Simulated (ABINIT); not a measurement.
**AlGaN2 (P3m1): G0W0 in ABINIT against the plane-wave cutoff**

Wanted: the cheapest plane-wave cutoff that holds the gap of AlGaN2 (P3m1).

Main program and level: ABINIT 10.8.3; LDA and many-body steps on it, plane waves.

## Step 1: The starting structure

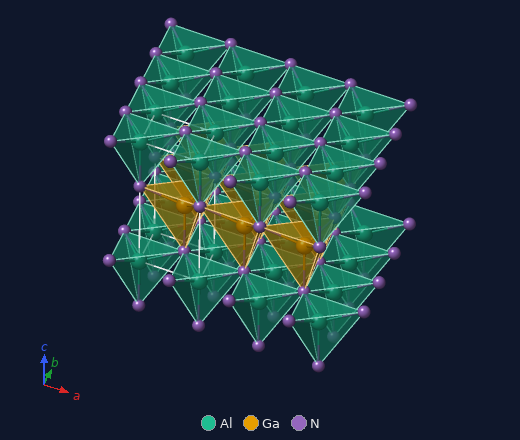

The cell as given, slightly off an axis (aluminium teal, gallium orange, nitrogen purple). 3×3×1 cells are drawn. Some periodic images of atoms are drawn too.

The cell and positions are those that the Materials Project relaxed with its own functionals (PBE, PBE+U or r2SCAN), kept fixed.

## Step 2: Empty states on the mesh, 3×3×2 mesh, 91 bands

This step: ABINIT 10.8.3; DFT, LDA, plane waves, norm-conserving pseudopotentials.

The sums over transitions need many empty states on a uniform mesh; this step solves for them.

Contents of run.abi:

```
acell 3*1.0 Angstrom
rprim 
  3.145282644058 -0.000000000015 0.000000000000
  -1.572641322016 2.723894671844 0.000000000000
  0.000000000000 0.000000000000 5.096893730000
ntypat 3
znucl 13 31 7
natom 4
typat 1 2 3 3
xred 
  0.000000000000 0.000000000000 0.999263770000
  0.666666666667 0.333333333333 0.497174210000
  0.666666666667 0.333333333333 0.111803640000
  0.000000000000 0.000000000000 0.628158390000
pp_dirpath "pseudos"
pseudos "Al.upf, Ga.upf, N.upf"
ecut 36
ngkpt 3 3 2
nshiftk 1
shiftk 0 0 0
kptopt 1
chksymbreak 0
irdden 1
istwfk *1
nband 91
prtvol 0
optdriver 6
gwr_task "HDIAGO"
paral_kgb 0
occopt 1
indata_prefix "in"
outdata_prefix "out"
tmpdata_prefix "tmp"
```

On the command line:

```bash
$ OMP_NUM_THREADS=1 mpirun -n 4 abinit run.abi > log
```

Numbers of over 12 decimals in the logs are rounded to 6 here.

Log:

```text
.Version 10.8.3 of ABINIT. v10.8.2 released Aug 2026.

 Symmetries : space group P3 m 1 (#156); Bravais hP (primitive hexag.)
[... echo of the input left out ...]
== DATASET  1 ==================================================================
-   mpi_nproc: 4, omp_nthreads: 1 (-1 if OMP is not activated)

--- !DatasetInfo
iteration_state: {dtset: 1, }
dimensions: {natom: 4, nkpt: 6, mband: 91, nsppol: 1, nspinor: 1, nspden: 1, mpw: 3066, }
cutoff_energies: {ecut:  36.0, pawecutdg:  -1.0, }
[...]
Direct band gap semiconductor
 Fundamental gap:     2.921 (eV)
   VBM:     5.381 (eV) at k: [ 0.0000E+00,  0.0000E+00,  0.0000E+00]
   CBM:     8.302 (eV) at k: [ 0.0000E+00,  0.0000E+00,  0.0000E+00]
 Direct gap:         2.921 (eV) at k: [ 0.0000E+00,  0.0000E+00,  0.0000E+00]

== END DATASET(S) ==============================================================
================================================================================

 -outvars: echo values of variables after computation  --------
           etotal      0.0000000000E+00
            nband          91
             nkpt           6
          spgroup         156
 [... the other variables as echoed above ...]

 Calculation completed.
```

The job ended after 43 s (4 MPI ranks of Arm Neoverse V2, shared host; peak memory 2.2 GiB).

Numbers from this step:

| Property | Result |
| --- | --- |
| gap | 2.921 eV |
| k of the valence top | 0, 0, 0 |
| k of the conduction bottom | 0, 0, 0 |
| least direct gap | 2.921 eV |
| k points computed | 6 |
| lowest point of the top converged band, above the valence top | 69.1390 eV |

On this mesh the gap is 2.921 eV.

The density comes from a self-consistent run that is not shown.

## Step 3: Empty states on the mesh, 3×3×2 mesh, 34 bands

run.abi: that of step 2 with these lines changed.

```diff
@@ -16,3 +16,3 @@
 pseudos "Al.upf, Ga.upf, N.upf"
-ecut 36
+ecut 22
 ngkpt 3 3 2
@@ -22,10 +22,10 @@
 chksymbreak 0
+iscf -2
 irdden 1
 istwfk *1
-nband 91
+nband 34
+nbdbuf 4
+tolwfr 1e-09
+nstep 60
 prtvol 0
-optdriver 6
-gwr_task "HDIAGO"
-paral_kgb 0
-occopt 1
 indata_prefix "in"
```

Log:

```text
.Version 10.8.3 of ABINIT. v10.8.2 released Aug 2026.

 Symmetries : space group P3 m 1 (#156); Bravais hP (primitive hexag.)
[... echo of the input left out ...]
== DATASET  1 ==================================================================
-   mpi_nproc: 4, omp_nthreads: 1 (-1 if OMP is not activated)

--- !DatasetInfo
iteration_state: {dtset: 1, }
dimensions: {natom: 4, nkpt: 6, mband: 34, nsppol: 1, nspinor: 1, nspden: 1, mpw: 1462, }
cutoff_energies: {ecut:  22.0, pawecutdg:  -1.0, }
[...]
0.58041    0.58041    0.62859    0.64383    0.64383    0.74014    0.75437    0.75437
   0.84845    0.84845    0.87299    0.94000    1.03743    1.06648    1.06648    1.21752
   1.21753    1.21954
 prteigrs : prtvol=0 or 1, do not print more k-points.

== END DATASET(S) ==============================================================
================================================================================

 -outvars: echo values of variables after computation  --------
            nband          34
             nkpt           6
          spgroup         156
 [... the other variables as echoed above ...]

 Calculation completed.
```

Elapsed: 4 s, on 4 MPI ranks; peak memory 0.23 GiB; 16 s of CPU time.

This step gave:

| Property | Result |
| --- | --- |
| gap | 2.830 eV |
| k of the valence top | 0, 0, 0 |
| k of the conduction bottom | 0, 0, 0 |
| least direct gap | 2.830 eV |
| k points computed | 6 |
| lowest point of the top converged band, above the valence top | 23.15 eV |

On this mesh the gap is 2.830 eV.

## Step 4: Empty states on the mesh, 3×3×2 mesh, 34 bands

run.abi: that of step 3 with these lines changed.

```diff
@@ -16,3 +16,3 @@
 pseudos "Al.upf, Ga.upf, N.upf"
-ecut 22
+ecut 29
 ngkpt 3 3 2
```

Log:

```text
.Version 10.8.3 of ABINIT. v10.8.2 released Aug 2026.

 Symmetries : space group P3 m 1 (#156); Bravais hP (primitive hexag.)
[... echo of the input left out ...]
== DATASET  1 ==================================================================
-   mpi_nproc: 4, omp_nthreads: 1 (-1 if OMP is not activated)

--- !DatasetInfo
iteration_state: {dtset: 1, }
dimensions: {natom: 4, nkpt: 6, mband: 34, nsppol: 1, nspinor: 1, nspden: 1, mpw: 2223, }
cutoff_energies: {ecut:  29.0, pawecutdg:  -1.0, }
[...]
0.58025    0.58025    0.62871    0.64342    0.64342    0.73500    0.74785    0.74785
   0.84217    0.84217    0.87250    0.93766    1.03365    1.05233    1.05233    1.20142
   1.20152    1.21739
 prteigrs : prtvol=0 or 1, do not print more k-points.

== END DATASET(S) ==============================================================
================================================================================

 -outvars: echo values of variables after computation  --------
            nband          34
             nkpt           6
          spgroup         156
 [... the other variables as echoed above ...]

 Calculation completed.
```

Wall time 4.8 s (4 MPI ranks); peak memory 0.24 GiB; 19 s of CPU time.

This step gave:

```
gap                                                           : 2.903 eV
k of the valence top                                          : 0, 0, 0
k of the conduction bottom                                    : 0, 0, 0
least direct gap                                              : 2.903 eV
k points computed                                             : 6
lowest point of the top converged band, above the valence top : 22.82 eV
```

On this mesh the gap is 2.903 eV.

## Step 5: Empty states on the mesh, 3×3×2 mesh, 34 bands

run.abi: that of step 4 with these lines changed.

```diff
@@ -16,3 +16,3 @@
 pseudos "Al.upf, Ga.upf, N.upf"
-ecut 29
+ecut 45
 ngkpt 3 3 2
```

Log:

```text
.Version 10.8.3 of ABINIT. v10.8.2 released Aug 2026.

 Symmetries : space group P3 m 1 (#156); Bravais hP (primitive hexag.)
[... echo of the input left out ...]
== DATASET  1 ==================================================================
-   mpi_nproc: 4, omp_nthreads: 1 (-1 if OMP is not activated)

--- !DatasetInfo
iteration_state: {dtset: 1, }
dimensions: {natom: 4, nkpt: 6, mband: 34, nsppol: 1, nspinor: 1, nspden: 1, mpw: 4266, }
cutoff_energies: {ecut:  45.0, pawecutdg:  -1.0, }
[...]
0.58009    0.58009    0.62861    0.64322    0.64322    0.73458    0.74716    0.74716
   0.84154    0.84154    0.87229    0.93737    1.03314    1.05076    1.05076    1.19948
   1.19951    1.21706
 prteigrs : prtvol=0 or 1, do not print more k-points.

== END DATASET(S) ==============================================================
================================================================================

 -outvars: echo values of variables after computation  --------
            nband          34
             nkpt           6
          spgroup         156
 [... the other variables as echoed above ...]

 Calculation completed.
```

Elapsed: 7.3 s, on 4 MPI ranks; peak memory 0.27 GiB; 29 s of CPU time.

Numbers from this step:

* gap: 2.921 eV
* k of the valence top: 0, 0, 0
* k of the conduction bottom: 0, 0, 0
* least direct gap: 2.921 eV
* k points computed: 6
* lowest point of the top converged band, above the valence top: 22.80 eV

On this mesh the gap is 2.921 eV.

## Step 6: Screening, 3×3×2 mesh, 30 bands, screening to 106.1 eV

The RPA dielectric matrix is built and inverted for each q.

This step: RPA screening on LDA, plane waves, norm-conserving pseudopotentials.

run.abi: that of step 5 with these lines changed.

```diff
@@ -16,3 +16,3 @@
 pseudos "Al.upf, Ga.upf, N.upf"
-ecut 45
+ecut 22
 ngkpt 3 3 2
@@ -22,10 +22,11 @@
 chksymbreak 0
-iscf -2
-irdden 1
 istwfk *1
-nband 34
-nbdbuf 4
-tolwfr 1e-09
-nstep 60
-prtvol 0
+occopt 1
+irdwfk 1
+optdriver 3
+nband 30
+ecuteps 3.9
+inclvkb 2
+awtr 1
+symchi 1
 indata_prefix "in"
```

Log:

```text
.Version 10.8.3 of ABINIT. v10.8.2 released Aug 2026.

 Symmetries : space group P3 m 1 (#156); Bravais hP (primitive hexag.)
[... echo of the input left out ...]
== DATASET  1 ==================================================================
-   mpi_nproc: 4, omp_nthreads: 1 (-1 if OMP is not activated)

--- !DatasetInfo
iteration_state: {dtset: 1, }
dimensions: {natom: 4, nkpt: 6, mband: 30, nsppol: 1, nspinor: 1, nspden: 1, mpw: 1462, }
cutoff_energies: {ecut:  22.0, pawecutdg:  -1.0, }
electrons: {nelect:   2.60000000E+01, charge:   0.00000000E+00, occopt:   1.00000000E+00, tsmear:   1.00000000E-02, }

 SCREENING: Calculation of the susceptibility and dielectric matrices

 Based on a program developped by R.W. Godby, V. Olevano, G. Onida, and L. Reining.
 Incorporated in ABINIT by V. Olevano, G.-M. Rignanese, and M. Torrent.
.Using double precision arithmetic ; gwpc =  8

[... cell and pseudopotentials left out ...]
--------------------------------------------------------------------------------

 ==== K-mesh for the wavefunctions ====
 Number of points in the irreducible wedge :     6
[... list of points left out ...]
 Together with  6 symmetry operations and time-reversal symmetry
 yields    18 points in the full Brillouin Zone.

 ==== Q-mesh for the screening function ====
 Number of points in the irreducible wedge :     6
[... list of points left out ...]
 Together with  6 symmetry operations and time-reversal symmetry
 yields    18 points in the full Brillouin Zone.

 setmesh: FFT mesh size selected  =    15x   15x   30
          total number of points  =         6750

 vcoul_init : cutoff-mode = AUXILIARY_FUNCTION
 q-points for optical limit:   1
     1)      0.000010    0.000020    0.000030

- screening: taking advantage of time-reversal symmetry
- Maximum band index for partially occupied states nbvw = 13
- Remaining bands to be divided among processors   nbcw = 17
- Number of bands treated by each node ~4

 Number of electrons calculated from density =   26.0000; Expected =   26.0000
 average of density, n =  0.088231
 r_s =    1.3935
 omega_plasma =   28.6527 [eV]

 calculating chi0 at frequencies [eV] :
  1    0.000000E+00    0.000000E+00
  2    0.000000E+00    2.865274E+01

--------------------------------------------------------------------------------
  q-point number  1        q = ( 0.000000, 0.000000, 0.000000) [r.l.u.]
--------------------------------------------------------------------------------
[... chi0 elements left out ...]
 For q-point:  0.000010 0.000020 0.000030
  dielectric constant =   6.7142
  dielectric constant without local fields =   7.2271

  Average fulfillment of the sum rule on Im[epsilon] for q-point    1 :     25.72  [%]
[... wings left out ...]
  q-point number  2        q = ( 0.333333, 0.000000, 0.000000) [r.l.u.]
--------------------------------------------------------------------------------
[... chi0 elements left out ...]
  Average fulfillment of the sum rule on Im[epsilon] for q-point    2 :     33.97  [%]

 [... 4 further q-points ...]
```

Wall time 3.1 s (4 MPI ranks); peak memory 0.3 GiB; 12 s of CPU time.

Numbers from this step:

```yaml
eps_infinity_with_local_fields_on_this_mesh_along_the_program_s_q_direction: 6.714
the_same_without_local_fields: 7.227
plasma_frequency: 28.65 eV
plane_waves_in_the_screening_matrix: 111
```

Local fields lower ε∞ by 7 %. On a Γ-centred mesh this coarse the value itself is usually too large, while a short band sum pulls it down.

## Step 7: 22 Ha

This step: G0W0 on LDA, plane waves, norm-conserving pseudopotentials.

run.abi: that of step 6 with these lines changed.

```diff
@@ -25,8 +25,15 @@
 irdwfk 1
-optdriver 3
+optdriver 4
 nband 30
+gwcalctyp 0
+ecutsigx 22
+symsigma 1
+nkptgw 1
+kptgw 
+  0.0000000000 0.0000000000 0.0000000000
+bdgw 
+  12 15
 ecuteps 3.9
-inclvkb 2
-awtr 1
-symchi 1
+irdscr 1
+ppmodel 1
 indata_prefix "in"
```

Log:

```text
.Version 10.8.3 of ABINIT. v10.8.2 released Aug 2026.

 Symmetries : space group P3 m 1 (#156); Bravais hP (primitive hexag.)
[... echo of the input left out ...]
== DATASET  1 ==================================================================
-   mpi_nproc: 4, omp_nthreads: 1 (-1 if OMP is not activated)

--- !DatasetInfo
iteration_state: {dtset: 1, }
dimensions: {natom: 4, nkpt: 6, mband: 30, nsppol: 1, nspinor: 1, nspden: 1, mpw: 1462, }
cutoff_energies: {ecut:  22.0, pawecutdg:  -1.0, }
electrons: {nelect:   2.60000000E+01, charge:   0.00000000E+00, occopt:   1.00000000E+00, tsmear:   1.00000000E-02, }

 SIGMA: Calculation of the GW corrections

 Based on a program developped by R.W. Godby, V. Olevano, G. Onida, and L. Reining.
 Incorporated in ABINIT by V. Olevano, G.-M. Rignanese, and M. Torrent.
.Using double precision arithmetic ; gwpc =  8

[... cell and pseudopotentials left out ...]
--------------------------------------------------------------------------------

 ==== K-mesh for the wavefunctions ====
 Number of points in the irreducible wedge :     6
[... list of points left out ...]
 Together with  6 symmetry operations and time-reversal symmetry
 yields    18 points in the full Brillouin Zone.

 ==== Q-mesh for screening function ====
 Number of points in the irreducible wedge :     6
[... list of points left out ...]
 Together with  6 symmetry operations and time-reversal symmetry
 yields    18 points in the full Brillouin Zone.

 vcoul_init : cutoff-mode = AUXILIARY_FUNCTION
 q-points for optical limit:   1
     1)      0.000010    0.000020    0.000030
 setmesh: FFT mesh size selected  =    24x   24x   45
          total number of points  =        25920

 Number of electrons calculated from density =   26.0000; Expected =   26.0000
 average of density, n =  0.088231
 r_s =    1.3935
 omega_plasma =   28.6527 [eV]

 === KS Band Gaps ===
  >>>> For spin  1
   Minimum direct gap =   2.8301 [eV], located at k-point      :   0.0000  0.0000  0.0000
   Fundamental gap    =   2.8301 [eV], Top of valence bands at :   0.0000  0.0000  0.0000
                                       Bottom of conduction at :   0.0000  0.0000  0.0000
 SIGMA fundamental parameters:
 PLASMON POLE MODEL  1
 number of plane-waves for SigmaX                 1437
 number of plane-waves for SigmaC and W            111
 number of plane-waves for wavefunctions          1437
 number of bands                                    30
 number of independent spin polarizations            1
 number of spinorial components                      1
 number of k-points in IBZ                           6
 number of q-points in IBZ                           6
 number of symmetry operations                       6
 number of k-points in BZ                           18
 number of q-points in BZ                           18
 number of frequencies for dSigma/dE                 9
 frequency step for dSigma/dE [eV]                0.25
 number of omega for Sigma on real axis              0
 max omega for Sigma on real axis  [eV]           0.00
 zcut for avoiding poles [eV]                     0.10

 EPSILON^-1 parameters (SCR file):
 dimension of the eps^-1 matrix on file            111
 dimension of the eps^-1 matrix used               111
 number of plane-waves for wavefunctions          1437
 number of bands                                    30
 number of q-points in IBZ                           6
 number of frequencies                               2
 number of real frequencies                          1
 number of imag frequencies                          1

 matrix elements of self-energy operator (all in [eV])

 Perturbative Calculation

--- !SelfEnergy_ee
iteration_state: {dtset: 1, }
kpoint     : [   0.000,    0.000,    0.000, ]
spin       : 1
KS_gap     :    2.830
QP_gap     :    3.716
Delta_QP_KS:    0.886
data: !SigmaeeData |
     Band     E0 <VxcDFT>   SigX SigC(E0)      Z dSigC/dE  Sig(E)    E-E0       E
       12   5.449 -17.682 -21.007   4.079   0.796  -0.257 -17.083   0.599   6.048
       13   5.449 -17.682 -21.007   4.079   0.796  -0.257 -17.083   0.599   6.048
       14   8.279 -13.988  -9.130  -3.043   0.819  -0.221 -12.502   1.485   9.764
       15  10.888 -12.232  -6.755  -3.513   0.830  -0.205 -10.602   1.631  12.519

== END DATASET(S) ==============================================================
================================================================================

 -outvars: echo values of variables after computation  --------
           etotal      0.0000000000E+00
            nband          30
             nkpt           6
          spgroup         156
 [... the other variables as echoed above ...]

 Calculation completed.
```

It took 2.6 s on 4 MPI ranks; peak memory 0.08 GiB.

Numbers from this step:

```yaml
g0w0_gap_on_the_points_computed: 3.716 eV
starting_gap_on_the_mesh: 2.830 eV
k_of_the_valence_top: 0, 0, 0
k_of_the_conduction_bottom: 0, 0, 0
z_at_the_valence_top: 0.796
z_at_the_conduction_bottom: 0.819
least_direct_g0w0_gap_on_the_computed_points: 3.716 eV
```

(Part 1 of 2 ends here.)

[Paths, hosts, dates, memory and timing lines, banners, echoed tables and standing remarks are left out of the program output.]

[Logs are printed without paths, hosts, clocks, repeated set-up lines and the standing remarks that a program may print on its own settings, such as how far it seeks lower states.]

[Runs of the session that timed out or met a known fault of the program may be left out.]

[Hosts, paths, dates, database ids (printed as entryN), source tags and the programs' standing remarks are cut or masked in the printed files.]

[G0W0 gaps are taken among the corrected bands and points alone; a level outside them can change the order at an edge.]

[Where Ansatz stands beside ABINIT at settings called matched, ABINIT's density can come from a denser mesh and the files from another edition; pairs whose starting gaps differed by over 0.03 eV were left out, so agreement reads better than it is.]
